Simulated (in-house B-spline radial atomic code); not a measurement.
```
Z = 10
electrons = 7.0
configuration = [He] 2s2 2p3
hamiltonian = nr
method = pbe,pbe
lmax = 9
wall_radius = 3
spin_polarised = True
box_radius = 3
intervals = 40
```

Run as:
```bash
python run_gw.py task.json out
```

All-electron spherical atom, non-relativistic, PBE start, no spin-orbit coupling, Breit or QED terms; computed with a B-spline radial code, inside a hard wall of radius 3 bohr. The quasi-particle equation is solved at full frequency; levels of low quasi-particle weight Z are left out.

Mean-field and G₀W₀ levels (solid occupied, dashed empty) for Ne³⁺ (neon, Z = 10):

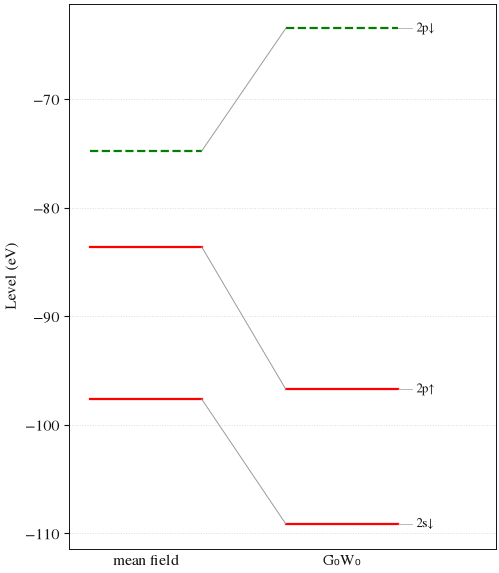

G₀W₀ moves the highest occupied level, 2p↑, from −83.62 to −96.72 eV (renormalisation factor Z = 0.94). The empty level 2p↓ goes from −74.78 to −63.49 eV.

| Level | Mean field (eV) | Σx − vxc (eV) | Σc (eV) | Z | G₀W₀ (eV) |
| --- | --- | --- | --- | --- | --- |
| 2p↓ | −74.78 | 15.63 | −4.34 | 0.96 | −63.49 |
| 2p↑ | −83.62 | −14.83 | 1.73 | 0.94 | −96.72 |
| 2s↓ | −97.63 | −9.30 | −2.18 | 0.95 | −109.12 |
